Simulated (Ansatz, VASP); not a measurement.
## SmCu5 in two plane-wave programs

Wanted: the spread between two codes on one cell, functional and k mesh.

Main program and level: Ansatz 0.2.0; plane waves, with VASP 6.6.1 beside it; single point at PBEsol.

In doubt: a part-filled 4f shell, where there is one, can sit in one of many states, so energies may not be the lowest and differences between runs may mislead; derivatives with an open 4f shell can jump between states, which bears on forces and vibrations.

## Step 1: The structure

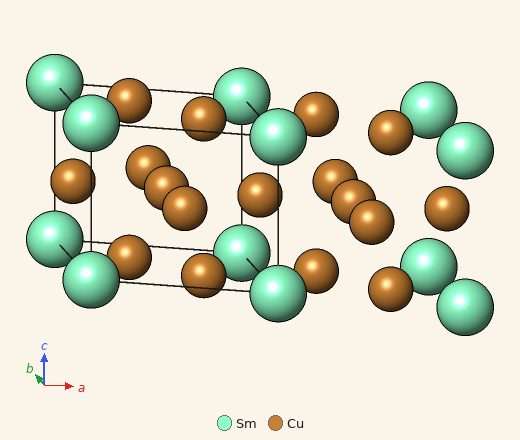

Start, viewed slightly off an axis; samarium green, copper orange. 2×1×1 cells are drawn. Some periodic images of atoms are drawn too.

## Step 2: VASP: single point, PBEsol

With cell and atoms fixed, the geometry can't cause a difference; cores, projectors, grids and the points listed under the comparison can.

Lines of VASP's logs that name or quote its potential files are left out, and so is its time.

Input file INCAR:

```
SYSTEM = SmCu5
PREC = Accurate
ENCUT = 410
EDIFF = 1E-06
NELM = 150
ISMEAR = 0
SIGMA = 0.05
LREAL = .FALSE.
ALGO = Normal
GGA = PS
NBANDS = 55
ISPIN = 2
MAGMOM = 5 -0.6 -0.6 -0.6 0.6 0.6
LASPH = .TRUE.
LMAXMIX = 6
AMIX = 0.2
BMIX = 1E-04
AMIX_MAG = 0.8
BMIX_MAG = 1E-04
LORBIT = 11
LWAVE = .FALSE.
LCHARG = .FALSE.
KPAR = 2
```

Input file POSCAR:

```
SmCu5
1.0
    5.0740000000      0.0000000000      0.0000000000
   -2.5370000000      4.3942128988      0.0000000000
    0.0000000000      0.0000000000      4.0990000000
Sm Cu
1 5
Direct
    0.0000000000      0.0000000000      0.0000000000
    0.0000000000      0.5000000000      0.5000000000
    0.5000000000      0.5000000000      0.5000000000
    0.5000000000      0.0000000000      0.5000000000
    0.6666666667      0.3333333333      0.0000000000
    0.3333333333      0.6666666667      0.0000000000
```

Input file KPOINTS:

```
Automatic mesh
0
Gamma
4 4 4
0 0 0
```

The projector-augmented-wave data sets are Sm and Cu (PBE family, release 64).

Launch:

```sh
$ mpirun -np 2 vasp_std
```

Numbers of over 12 decimals in the logs are rounded to 6 here.

Log:

```text
[banner, memory and clock lines left out]
running    2 mpi-ranks, on    1 nodes
 distrk:  each k-point on    1 cores,    2 groups
 distr:  one band on    1 cores,    1 groups

 POSCAR found type information on POSCAR SmCu
 POSCAR found :  2 types and       6 ions
|                                                                             |
|               ----> ADVICE to this user running VASP <----                  |
|                                                                             |
|     You enforced a specific xc type in the INCAR file but a different       |
|     [... a line on the potential file left out ...]
|     I HOPE YOU KNOW WHAT YOU ARE DOING!                                     |
|                                                                             |

 LDA part: xc-table for (Slater+PW92), standard interpolation
 POSCAR, INCAR and KPOINTS ok, starting setup
 FFT: planning ... GRIDC
 FFT: planning ... GRID_SOFT
 FFT: planning ... GRID
 WAVECAR not read
 entering main loop
       N       E                     dE             d eps       ncg     rms          rms(c)
DAV:   1     0.548362371172E+03    0.54836E+03   -0.22621E+04  3582   0.371E+03
DAV:   2     0.985032279034E+02   -0.44986E+03   -0.40544E+03  2925   0.468E+02
DAV:   3    -0.221779930343E+02   -0.12068E+03   -0.10765E+03  2926   0.212E+02
DAV:   4    -0.365451737171E+02   -0.14367E+02   -0.13481E+02  3588   0.847E+01
DAV:   5    -0.394741268240E+02   -0.29290E+01   -0.28954E+01  5095   0.278E+01    0.660E+01
DAV:   6    -0.678220885237E+02   -0.28348E+02   -0.77755E+01  4216   0.436E+02    0.774E+01
DAV:   7    -0.328286199104E+02    0.34993E+02   -0.17427E+01  3880   0.519E+01    0.349E+01
DAV:   8    -0.318479301709E+02    0.98069E+00   -0.45528E+00  4270   0.316E+01    0.147E+01
DAV:   9    -0.318352972079E+02    0.12633E-01   -0.10807E+00  3904   0.115E+01    0.141E+01
DAV:  10    -0.318294446455E+02    0.58526E-02   -0.29080E-01  4909   0.849E+00    0.104E+01
DAV:  11    -0.317743755403E+02    0.55069E-01   -0.78310E-02  4128   0.922E+00    0.743E+00
DAV:  12    -0.318339966329E+02   -0.59621E-01   -0.44017E-01  4146   0.329E+00    0.400E+00
DAV:  13    -0.318333877608E+02    0.60887E-03   -0.15642E-02  4629   0.163E+00    0.399E+00
DAV:  14    -0.318199326632E+02    0.13455E-01   -0.79912E-03  4494   0.115E+00    0.329E+00
DAV:  15    -0.317936362931E+02    0.26296E-01   -0.25634E-01  4133   0.466E+00    0.229E+00
DAV:  16    -0.318036091280E+02   -0.99728E-02   -0.53697E-02  4205   0.323E+00    0.166E+00
DAV:  17    -0.318012170831E+02    0.23920E-02   -0.14438E-02  4363   0.111E+00    0.698E-01
DAV:  18    -0.318014241013E+02   -0.20702E-03   -0.12575E-03  4531   0.412E-01    0.430E-01
DAV:  19    -0.318016460060E+02   -0.22190E-03   -0.59798E-04  4644   0.317E-01    0.157E-01
DAV:  20    -0.318016481948E+02   -0.21888E-05   -0.67167E-05  4750   0.114E-01    0.776E-02
DAV:  21    -0.318016546845E+02   -0.64897E-05   -0.10419E-04  4849   0.117E-01    0.104E-01
DAV:  22    -0.318016401300E+02    0.14554E-04   -0.53635E-05  4147   0.740E-02    0.257E-02
DAV:  23    -0.318016430249E+02   -0.28949E-05   -0.36518E-06  3259   0.154E-02    0.245E-02
DAV:  24    -0.318016431437E+02   -0.11876E-06   -0.15628E-06  2057   0.169E-02
   1 F= -.31801643E+02 E0= -.31795227E+02  d E =-.128319E-01  mag=     6.2901
```

Parts of OUTCAR (step 2):

```text
ion  position               nearest neighbor table
   1  0.000  0.000  0.000-   5 2.93   6 2.93   6 2.93   5 2.93   5 2.93   6 2.93
   2  0.000  0.500  0.500-   5 2.52   6 2.52   5 2.52   6 2.52   4 2.54   4 2.54   3 2.54   3 2.54

  LATTYP: Found a hexagonal cell.
 ALAT       =     5.0740000000
 C/A-ratio  =     0.8078439101

 Subroutine GETGRP returns: Found 24 space group operations
 (whereof 24 operations were pure point group operations)

The static configuration has the point symmetry D_6h.

 Found     12 irreducible k-points:

   k-points           NKPTS =     12   k-points in BZ     NKDIM =     12   number of bands    NBANDS=     55

   dimension x,y,z NGX =    36 NGY =   36 NGZ =   28
   dimension x,y,z NGXF=    72 NGYF=   72 NGZF=   56

   ENCUT  =  410.0 eV  30.13 Ry    5.49 a.u.   8.38  8.38  6.77*2*pi/ulx,y,z

   NELECT =      71.0000    total number of electrons

 k-points in reciprocal lattice and weights: Automatic mesh
   0.00000000  0.00000000  0.00000000       0.016
   0.25000000 -0.00000000  0.00000000       0.094
   0.50000000 -0.00000000  0.00000000       0.047
   0.25000000  0.25000000  0.00000000       0.094
   0.00000000  0.00000000  0.25000000       0.031
   0.25000000 -0.00000000  0.25000000       0.188
   0.50000000 -0.00000000  0.25000000       0.094
   0.25000000  0.25000000  0.25000000       0.188
   0.00000000  0.00000000  0.50000000       0.016
   0.25000000 -0.00000000  0.50000000       0.094
   0.50000000 -0.00000000  0.50000000       0.047
   0.25000000  0.25000000  0.50000000       0.094

 average (electrostatic) potential at core
       1 -38.0243       2 -65.2578       3 -65.2578       4 -65.2578       5 -65.2895
       6 -65.2895

 E-fermi :   5.9185

 spin component 1
 k-point     1 :       0.0000    0.0000    0.0000
  band No.  band energies     occupation
    ...
     35       5.7516      1.00000
     36       5.7516      1.00000
     37       5.8375      0.98898
     38       5.8375      0.98897
     39       5.8981      0.71816
     40       6.2202      0.00000
     41       6.7361      0.00000
     42       6.8071      0.00000
     43       7.7146      0.00000
     44       7.7146      0.00000
    ...

 k-point     2 :       0.2500   -0.0000    0.0000
  band No.  band energies     occupation
    ...
     34       5.6564      1.00000
     35       5.6955      1.00000
     36       5.7403      1.00000
     37       5.7621      1.00000
     38       5.8267      0.99528
     39       6.0117      0.00420
     40       6.0312      0.00072
     41       6.7582      0.00000
     42       7.6237      0.00000
     43       7.9904      0.00000
    ...

 k-point     3 :       0.5000   -0.0000    0.0000
  band No.  band energies     occupation
    ...
     35       5.7029      1.00000
     36       5.7301      1.00000
     37       5.7764      0.99997
     38       5.8350      0.99088
     39       5.8753      0.88904
     40       6.1739      0.00000
     41       6.8721      0.00000
     42       7.6600      0.00000
     43       8.1687      0.00000
     44       9.3590      0.00000
    ...

 k-point     4 :       0.2500    0.2500    0.0000
  band No.  band energies     occupation
    ...
     35       5.7343      1.00000
     36       5.7544      1.00000
     37       5.8420      0.98473
     38       5.8540      0.96597
     39       5.9084      0.61187
     40       6.7073      0.00000
     41       7.1297      0.00000
     42       7.7504      0.00000
     43       8.0184      0.00000
     44       8.5273      0.00000
    ...

 k-point     5 :       0.0000    0.0000    0.2500
  band No.  band energies     occupation
    ...
     36       5.7493      1.00000
     37       5.7493      1.00000
     38       5.7867      0.99990
     39       5.7867      0.99990
     40       5.9107      0.58668
     41       6.1255      0.00000
     42       6.7399      0.00000
     43       6.7399      0.00000
     44       8.6010      0.00000
     45      11.3321      0.00000
    ...

 k-point     6 :       0.2500   -0.0000    0.2500
  band No.  band energies     occupation
    ...
     35       5.6810      1.00000
     36       5.7115      1.00000
     37       5.7474      1.00000
     38       5.8158      0.99815
     39       5.8392      0.98754
     40       6.0410      0.00026
     41       6.2313      0.00000
     42       7.1761      0.00000
     43       7.3986      0.00000
     44       9.1853      0.00000
    ...

  Total       -2.2286971     -2.2286971     -2.3640032      0.0000000      0.0000000      0.0000000
  in kB      -39.0707858    -39.0707858    -41.4428074      0.0000000      0.0000000      0.0000000
  external PRESSURE =     -39.8614597 kB  Pullay stress =       0.0000000 kB

  energy-cutoff  :      410.00
  volume of cell :       91.39
      direct lattice vectors                 reciprocal lattice vectors
     5.074000000  0.000000000  0.000000000     0.197083169  0.113786021  0.000000000
    -2.537000000  4.394212899  0.000000000     0.000000000  0.227572041  0.000000000
     0.000000000  0.000000000  4.099000000     0.000000000  0.000000000  0.243961942

 POSITION                                       TOTAL-FORCE (eV/Angst)
 -----------------------------------------------------------------------------------
      0.00000      0.00000      0.00000        -0.000000      0.000000      0.000000
     -1.26850      2.19711      2.04950        -0.000000      0.000000      0.000000
      1.26850      2.19711      2.04950        -0.000000      0.000000      0.000000
      2.53700      0.00000      2.04950        -0.000000      0.000000      0.000000
      2.53700      1.46474      0.00000        -0.000000      0.000000     -0.000000
     -0.00000      2.92948      0.00000         0.000000      0.000000      0.000000
 -----------------------------------------------------------------------------------
    total drift:                                0.000000      0.000000      0.000000

  FREE ENERGIE OF THE ION-ELECTRON SYSTEM (eV)
  ---------------------------------------------------
  free  energy   TOTEN  =       -31.8016431437 eV

  energy  without entropy=      -31.7888112061  energy(sigma->0) =      -31.79522717

 total charge
# of ion       s       p       d       f       tot
--------------------------------------------------
    1        2.041   5.627   0.442   5.465  13.575
    2        0.478   0.365   9.145   0.000   9.987
    3        0.478   0.365   9.145   0.000   9.987
    4        0.478   0.365   9.145   0.000   9.987
    5        0.511   0.354   9.144   0.000  10.010
    6        0.511   0.354   9.144   0.000  10.010
--------------------------------------------------
tot          4.497   7.431  46.164   5.465  63.557

 magnetization (x)
# of ion       s       p       d       f       tot
--------------------------------------------------
    1       -0.007  -0.065   0.120   5.418   5.465
    2        0.006   0.017   0.039   0.000   0.062
    3        0.006   0.017   0.039   0.000   0.062
    4        0.006   0.017   0.039   0.000   0.062
    5       -0.001   0.030  -0.006   0.000   0.023
    6       -0.001   0.030  -0.006   0.000   0.023
--------------------------------------------------
tot          0.007   0.048   0.226   5.418   5.699

[... 6 further parts left out ...]
```

The run ends at a pressure of -3.99 GPa.

[end of part 1 of 2]

[Lines on the potential files, build, host, timing and source positions are cut from VASP's logs without a mark.]

[Logs are printed without paths, hosts, clocks, repeated set-up lines and the standing remarks that a program may print on its own settings, such as how far it seeks lower states.]

[Hosts, paths, dates, database ids (printed as entryN), source tags and the programs' standing remarks are cut or masked in the printed files.]
